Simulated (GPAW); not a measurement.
**KBr (Fm-3m): G0W0 on several meshes in GPAW**

Aim: the GW shift of KBr (Fm-3m) against the k mesh.

Calculated with GPAW 26.7.0; PBE and many-body steps on it, plane waves.

## Step 1: The structure

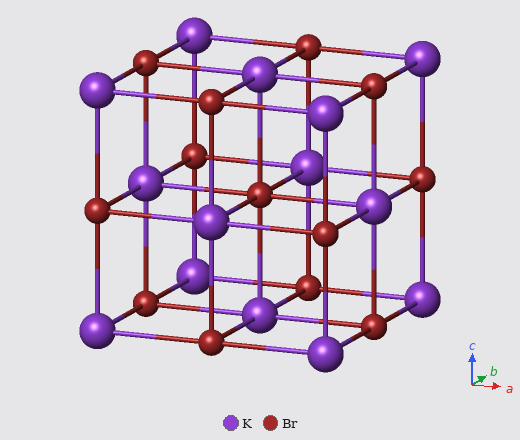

The starting structure, seen slightly off an axis (potassium purple, bromine red). This picture shows the conventional cell, with its axes. Some periodic images of atoms are drawn too.

As a file:

```cif
data_structure
_symmetry_space_group_name_H-M 'Fm-3m'
_symmetry_Int_Tables_number 225
_cell_length_a 6.6000
_cell_length_b 6.6000
_cell_length_c 6.6000
_cell_angle_alpha 90.000
_cell_angle_beta 90.000
_cell_angle_gamma 90.000
_cell_volume 287.50
loop_
_atom_site_label
_atom_site_type_symbol
_atom_site_symmetry_multiplicity
_atom_site_Wyckoff_symbol
_atom_site_fract_x
_atom_site_fract_y
_atom_site_fract_z
_atom_site_occupancy
K1 K 4 a 0.00000 0.00000 0.00000 1
Br1 Br 4 b 0.50000 0.00000 0.00000 1
```

The cell and positions come from the Crystallography Open Database and are kept as given unless a step says otherwise.

## Step 2: Empty states on the mesh, 4×4×4 mesh, 1078 bands

This step: GPAW 26.7.0; DFT, PBE, plane waves, PAW.

The sums over transitions need many empty states on a uniform mesh; this step solves for them.

run.py reads:

```python
import json
import numpy as np
from gpaw.mpi import world
from gpaw import GPAW

calc = GPAW('gs.gpw').fixed_density(kpts={'size': (4, 4, 4), 'gamma': True},
    parallel={'domain': 1, 'band': 1},
    txt='nscf.txt')
calc.diagonalize_full_hamiltonian(nbands=1078)
calc.write('full.gpw', mode='all')
res = {}
kpts = calc.get_ibz_k_points()
res['kpts'] = kpts
res['eigenvalues'] = [calc.get_eigenvalues(kpt=k) for k in range(len(kpts))]
res['n_electrons'] = calc.get_number_of_electrons()

if world.rank == 0:
    with open('result.json', 'w') as f:
        json.dump(res, f, default=lambda x: x.tolist())
```

Launch:

```console
$ mpirun -n 8 gpaw python run.py
```

Numbers of over 12 decimals in the logs are rounded to 6 here.

Log:

```text
Diagonalizing LCAO Hamiltonian
Converting LCAO to pw mode
convergence criteria:
- Maximum integral of absolute [eigenst]ate change: 4e-08 eV^2 / valence electron
maximum number of iterations: 100

SCF iterations
|iter     |     time |      energy | eigst |  dens |
|iter:   1|  |             | +1.58 |       |
|iter:   2|  |             | +0.62 |       |
|iter:   3|  |             | -0.11 |       |
[...]
|iter:  29|  |             | -7.14 |       |
|iter:  30|  |             | -7.26 |       |
|iter:  31|  |             | -7.43c|       |
SCF steps: 31
  __  _  _
 | _ |_)|_||  |
 |__||  | ||/\| - 26.7.0

Input parameters:
  mode=PW(ecut=450.000000),
  convergence={'density': 1e-06, 'bands': -3},
  gpts=array([24, 24, 24]),
  kpts=MonkhorstPack(size=(4, 4, 4), gamma=True),
  maxiter=100,
  nbands=15,
  occupations=Occupations(name='fermi-dirac', width=0.001, fixmagmom=False),
  parallel={'domain': 1, 'band': 1},
  xc=XC(name='PBE')
Matrix size: 1471x1471
# Writing to full.gpw (mode='all')
  [... matrices ...]

timing:  # [seconds]
  Total: 11.430  # ━━━━━━━━━━━━━━━━━━━━━━━━━━━━━━━━━━━━━━━━━━━━━━━━━━━━━━━━━━
```

It took 18 s on 8 MPI ranks of Arm Neoverse V1, shared host; peak memory 2.6 GiB; 2.2 min of CPU time.

This step gave:

* gap: 4.442 eV
* k of the valence top: 0, 0, 0
* k of the conduction bottom: 0, 0, 0
* least direct gap: 4.442 eV
* k points computed: 8
* lowest point of the top converged band, above the valence top: 345.7692 eV

On this mesh the gap is 4.442 eV.

## Step 3: 4×4×4

Now the one-shot GW correction: screening in the RPA, then the self-energy of the levels asked for.

This step: G0W0 on PBE, plane waves, PAW.

run.py reads:

```python
import json
import numpy as np
from gpaw.mpi import world
from gpaw.response.g0w0 import G0W0

gw = G0W0('full.gpw',
    filename='gw',
    kpts=[0],
    bands=(6, 10),
    ecut=105,
    nbands=175,
    integrate_gamma='WS',
    ppa=True)
gw.calculate()
res = {mode: {k: v for k, v in r.items() if k != 'sigma_eskwn'}
       for mode, r in gw.all_results.items()}

if world.rank == 0:
    with open('result.json', 'w') as f:
        json.dump(res, f, default=lambda x: x.tolist())
```

Launch:

```console
$ mpirun -n 8 gpaw python run.py
```

Log:

```text
Using integrator: PointIntegrator
FrequencyGridDescriptor(from 0.000+0.000j to 0.000+27.211j eV, 2 points)
Nonperiodic BCs:  [False False False]
Using integrator: PointIntegrator
FrequencyGridDescriptor(from 0.000+0.000j to 0.000+27.211j eV, 2 points)
Nonperiodic BCs:  [False False False]
  ___  _ _ _
 |   || | | |
 | | || | | |
 |__ ||_____|
 |___|

BZ k-points: Symmetries present (total): 48

  [... matrices ...]
64 k-points: 4 x 4 x 4 Monkhorst-Pack grid + [1/8,1/8,1/8]
8 k-points in the irreducible part of the Brillouin zone
       k-points in crystal coordinates                weights
   0:     0.00000000    0.00000000    0.00000000          1/64
   1:     0.25000000    0.25000000    0.00000000          6/64
   2:     0.25000000    0.25000000    0.25000000          8/64
   3:     0.50000000    0.25000000   -0.25000000          6/64
   4:     0.50000000    0.25000000    0.25000000         12/64
   5:     0.50000000    0.50000000    0.00000000          3/64
   6:     0.50000000    0.50000000    0.25000000         24/64
   7:     0.50000000    0.50000000    0.50000000          4/64

Distributing spins, k-points and bands (1 x 1 x 4) over 8 processes
Number of blocks: 1

Quasi particle states:
k-points (IBZ indices): [0]
Band range: (6, 10)
  [... matrices ...]
Computational parameters:
Plane wave cut-off: 105 eV
Number of bands: 175
Coulomb cutoff: None
Broadening: 0.1 eV

fxc modes: GW
Kernel: RPA
Using Godby-Needs plasmon-pole approximation:
  Fitting energy: i*E0, E0 = 1.000 Hartree
Summing all q:

Calculating screened Coulomb potential
No Coulomb truncation
FrequencyGridDescriptor(from 0.000+0.000j to 0.000+27.211j eV, 2 points)
Removing empty qpoint cache files...

Calculating chi0 body with:
    Ground state adapter containing:
    Number of spins: 1
    Number of kpoints: 64
    Number of irreducible kpoints: 8
    Number of completely occupied states: 8
    Number of partially occupied states: 8
    Occupied states memory: 1.6875 M / cpu

    Linear response parametrization:
    q_c: [0.0, 0.0, 0.0]
    Number of frequency points: 2
    Planewave cutoff: 105.0
    Number of bands: 175
    Number of planewaves: 169
    Broadening (eta): 1e-06
    comm.size: 8
    kncomm.size: 8
    blockcomm.size: 1

    Memory estimate of potentially large arrays:
        chi0_wGG: 0.871613 M / cpu
Integrating chi0 body.

Symmetries of q_c:
    Direct symmetries (Uq -> q): 48
    Indirect symmetries (TUq -> q): 0
In total 48 allowed symmetries.

  [... matrices ...]
8 groups of equivalent kpoints. 87.5% reduction.

Integral kind: response function
Integrating chi0 head and wings.

Symmetries of q_c:
    Direct symmetries (Uq -> q): 48
    Indirect symmetries (TUq -> q): 0
In total 48 allowed symmetries.

  [... matrices ...]
8 groups of equivalent kpoints. 87.5% reduction.

Integral kind: response function wings

Calculating chi0 body with:
    Ground state adapter containing:
    Number of spins: 1
    Number of kpoints: 64
    Number of irreducible kpoints: 8
    Number of completely occupied states: 8
    Number of partially occupied states: 8
    Occupied states memory: 1.6875 M / cpu

    Linear response parametrization:
[... the further q-points ...]

Results:
f:      Occupation numbers
eps:     KS-eigenvalues [eV]
vxc:     KS vxc [eV]
exx:     Exact exchange [eV]
sigma:   Self-energies [eV]
dsigma:  Self-energy derivatives
Z:       Renormalization factors
qp:      QP-energies [eV]

k-point 0 (0): (0.000, 0.000, 0.000)                GW
band       f     eps     vxc     exx   sigma  dsigma       Z      qp
                                                                   GW
   6   1.000  -0.198 -15.562 -19.429   1.625  -0.213   0.825  -2.046
   7   1.000  -0.198 -15.562 -19.429   1.624  -0.213   0.825  -2.046
   8   0.000   4.244  -7.850  -4.294  -2.861  -0.146   0.873   4.851
   9   0.000   7.404  -8.823  -4.131  -3.066  -0.152   0.868   8.816
```

Run time: 41 s. Hardware: 8 MPI ranks; peak memory 2.3 GiB.

This step gave:

| Item | Value |
| --- | --- |
| G0W0 gap on the points computed | 6.897 eV |
| least direct G0W0 gap on the computed points | 6.897 eV |
| Z at the valence top | 0.8247 |
| Z at the conduction bottom | 0.8729 |
| starting gap on the mesh | 4.442 eV |
| k of the valence top | 0, 0, 0 |
| k of the conduction bottom | 0, 0, 0 |

The gap on the mesh goes from 4.44 eV to 6.90 eV, a correction of +2.46 eV.

## Step 4: Empty states on the mesh, 6×6×6 mesh, 185 bands

This step: DFT, PBE, plane waves, PAW.

run.py reads:

```python
import json
import numpy as np
from gpaw.mpi import world
from gpaw import GPAW

calc = GPAW('gs.gpw').fixed_density(kpts={'size': (6, 6, 6), 'gamma': True},
    parallel={'domain': 1, 'band': 1},
    txt='nscf.txt')
calc.diagonalize_full_hamiltonian(nbands=185)
calc.write('full.gpw', mode='all')
res = {}
kpts = calc.get_ibz_k_points()
res['kpts'] = kpts
res['eigenvalues'] = [calc.get_eigenvalues(kpt=k) for k in range(len(kpts))]
res['n_electrons'] = calc.get_number_of_electrons()

if world.rank == 0:
    with open('result.json', 'w') as f:
        json.dump(res, f, default=lambda x: x.tolist())
```

Launch:

```console
$ mpirun -n 8 gpaw python run.py
```

Log:

```text
Diagonalizing LCAO Hamiltonian
Converting LCAO to pw mode
convergence criteria:
- Maximum integral of absolute [eigenst]ate change: 4e-08 eV^2 / valence electron
maximum number of iterations: 100

SCF iterations
|iter     |     time |      energy | eigst |  dens |
|iter:   1|  |             | +1.59 |       |
|iter:   2|  |             | +0.55 |       |
|iter:   3|  |             | -0.22 |       |
[...]
|iter:  27|  |             | -7.05 |       |
|iter:  28|  |             | -7.25 |       |
|iter:  29|  |             | -7.51c|       |
SCF steps: 29
  __  _  _
 | _ |_)|_||  |
 |__||  | ||/\| - 26.7.0

Input parameters:
  mode=PW(ecut=450.000000),
  convergence={'density': 1e-06, 'bands': -3},
  gpts=array([24, 24, 24]),
  kpts=MonkhorstPack(size=(6, 6, 6), gamma=True),
  maxiter=100,
  nbands=15,
  occupations=Occupations(name='fermi-dirac', width=0.001, fixmagmom=False),
  parallel={'domain': 1, 'band': 1},
  xc=XC(name='PBE')
Matrix size: 1531x1531
# Writing to full.gpw (mode='all')
  [... matrices ...]

timing:  # [seconds]
  Total: 13.785  # ━━━━━━━━━━━━━━━━━━━━━━━━━━━━━━━━━━━━━━━━━━━━━━━━━━━━━━━━━━
```

Run time: 20 s. Hardware: 8 MPI ranks; peak memory 2.7 GiB; 2.4 min of CPU time.

Numbers from this step:

```
gap                                                           : 4.442 eV
k of the valence top                                          : 0, 0, 0
k of the conduction bottom                                    : 0, 0, 0
least direct gap                                              : 4.442 eV
k points computed                                             : 16
lowest point of the top converged band, above the valence top : 101.1476 eV
```

On this mesh the gap is 4.442 eV.

## Step 5: 6×6×6

This step: G0W0 on PBE, plane waves, PAW.

run.py reads:

```python
import json
import numpy as np
from gpaw.mpi import world
from gpaw.response.g0w0 import G0W0

gw = G0W0('full.gpw',
    filename='gw',
    kpts=[0],
    bands=(6, 10),
    ecut=105,
    nbands=175,
    integrate_gamma='WS',
    ppa=True)
gw.calculate()
res = {mode: {k: v for k, v in r.items() if k != 'sigma_eskwn'}
       for mode, r in gw.all_results.items()}

if world.rank == 0:
    with open('result.json', 'w') as f:
        json.dump(res, f, default=lambda x: x.tolist())
```

Launch:

```console
$ mpirun -n 8 gpaw python run.py
```

Log:

```text
Using integrator: PointIntegrator
FrequencyGridDescriptor(from 0.000+0.000j to 0.000+27.211j eV, 2 points)
Nonperiodic BCs:  [False False False]
Using integrator: PointIntegrator
FrequencyGridDescriptor(from 0.000+0.000j to 0.000+27.211j eV, 2 points)
Nonperiodic BCs:  [False False False]
  ___  _ _ _
 |   || | | |
 | | || | | |
 |__ ||_____|
 |___|

BZ k-points: Symmetries present (total): 48

  [... matrices ...]
216 k-points: 6 x 6 x 6 Monkhorst-Pack grid + [1/12,1/12,1/12]
16 k-points in the irreducible part of the Brillouin zone
       k-points in crystal coordinates                weights
   0:     0.00000000    0.00000000    0.00000000          1/216
   1:     0.16666667    0.16666667    0.00000000          6/216
   2:     0.16666667    0.16666667    0.16666667          8/216
[...]
9:     0.50000000    0.33333333   -0.16666667         12/216
          ...
  15:     0.50000000    0.50000000    0.50000000          4/216

Distributing spins, k-points and bands (1 x 1 x 4) over 8 processes
Number of blocks: 1

Quasi particle states:
k-points (IBZ indices): [0]
Band range: (6, 10)
  [... matrices ...]
Computational parameters:
Plane wave cut-off: 105 eV
Number of bands: 175
Coulomb cutoff: None
Broadening: 0.1 eV

fxc modes: GW
Kernel: RPA
Using Godby-Needs plasmon-pole approximation:
  Fitting energy: i*E0, E0 = 1.000 Hartree
Summing all q:

Calculating screened Coulomb potential
No Coulomb truncation
FrequencyGridDescriptor(from 0.000+0.000j to 0.000+27.211j eV, 2 points)
Removing empty qpoint cache files...

Calculating chi0 body with:
    Ground state adapter containing:
    Number of spins: 1
    Number of kpoints: 216
    Number of irreducible kpoints: 16
    Number of completely occupied states: 8
    Number of partially occupied states: 8
    Occupied states memory: 1.6875 M / cpu

    Linear response parametrization:
    q_c: [1.3877787807814457e-17, 1.3877787807814457e-17, 1.3877787807814457e-17]
    Number of frequency points: 2
    Planewave cutoff: 105.0
    Number of bands: 175
    Number of planewaves: 169
    Broadening (eta): 1e-06
    comm.size: 8
    kncomm.size: 8
    blockcomm.size: 1

    Memory estimate of potentially large arrays:
        chi0_wGG: 0.871613 M / cpu
Integrating chi0 body.

Symmetries of q_c:
    Direct symmetries (Uq -> q): 48
    Indirect symmetries (TUq -> q): 0
In total 48 allowed symmetries.

  [... matrices ...]
16 groups of equivalent kpoints. 92.592593% reduction.

Integral kind: response function
Integrating chi0 head and wings.

Symmetries of q_c:
    Direct symmetries (Uq -> q): 48
    Indirect symmetries (TUq -> q): 0
In total 48 allowed symmetries.

  [... matrices ...]
16 groups of equivalent kpoints. 92.592593% reduction.

Integral kind: response function wings

Calculating chi0 body with:
    Ground state adapter containing:
    Number of spins: 1
    Number of kpoints: 216
    Number of irreducible kpoints: 16
    Number of completely occupied states: 8
    Number of partially occupied states: 8
[... the further q-points ...]

Results:
f:      Occupation numbers
eps:     KS-eigenvalues [eV]
vxc:     KS vxc [eV]
exx:     Exact exchange [eV]
sigma:   Self-energies [eV]
dsigma:  Self-energy derivatives
Z:       Renormalization factors
qp:      QP-energies [eV]

k-point 0 (0): (0.000, 0.000, 0.000)                GW
band       f     eps     vxc     exx   sigma  dsigma       Z      qp
                                                                   GW
   6   1.000  -0.198 -15.562 -19.422   1.622  -0.213   0.824  -2.042
   7   1.000  -0.198 -15.562 -19.422   1.622  -0.213   0.824  -2.042
   8   0.000   4.244  -7.850  -4.306  -2.851  -0.145   0.873   4.848
   9   0.000   7.404  -8.823  -4.132  -3.063  -0.152   0.868   8.818
```

Run time: 2.5 min. Hardware: 8 MPI ranks; peak memory 2.4 GiB; 18 min of CPU time.

Numbers from this step:

| Property | Result |
| --- | --- |
| G0W0 gap on the points computed | 6.890 eV |
| least direct G0W0 gap on the computed points | 6.890 eV |
| Z at the valence top | 0.8241 |
| Z at the conduction bottom | 0.8731 |
| starting gap on the mesh | 4.442 eV |
| k of the valence top | 0, 0, 0 |
| k of the conduction bottom | 0, 0, 0 |

Against G0W0 in GPAW (4×4×4 mesh, 175 bands, screening to 105 eV, Godby-Needs plasmon pole), the gap moves by −0.007 eV.

## Step 6: The runs together

Times are wall times on 8 MPI ranks of Arm Neoverse V1, shared host, good to a factor of about two.

| run | mesh | bands | screening cutoff (eV) | DFT gap (eV) | gap on the mesh (eV) | direct (eV) | time |
| --- | --- | --- | --- | --- | --- | --- | --- |
| 4×4×4 | 4×4×4 | 175 | 105 | 4.442 | 6.897 | 6.897 | 41 s |
| 6×6×6 | 6×6×6 | 175 | 105 | 4.442 | 6.890 | 6.890 | 2.5 min |

## Step 7: Summary of results

| Quantity | Value |
| --- | --- |
| 4×4×4 | 6.897 eV |
| 6×6×6 | 6.890 eV |
| known limits | not at the basis limit; no spin-orbit coupling |

In words: 6×6×6: −0.007 eV against 4×4×4. Bands and cutoff are finite, so the gap is not at the basis limit. The miss can reach some tenths of an eV and take either sign; the mesh is an error of its own. These stock PAW sets were not made for GW; the filled d or f shell of Br lies in the frozen core, which bears on start and correction. In the G0W0 runs levels were corrected at 1 k point alone, so a gap called «on the mesh» is the least over those, and an edge elsewhere would be missed. The many-body steps are scalar-relativistic: spin-orbit coupling is not in them.

[Paths, hosts, dates, memory and timing lines, banners, echoed tables and standing remarks are left out of the program output.]

[Logs are printed without paths, hosts, clocks, repeated set-up lines and the standing remarks that a program may print on its own settings, such as how far it seeks lower states.]

[Runs of the session that timed out or met a known fault of the program may be left out.]

[Hosts, paths, dates, database ids (printed as entryN), source tags and the programs' standing remarks are cut or masked in the printed files.]
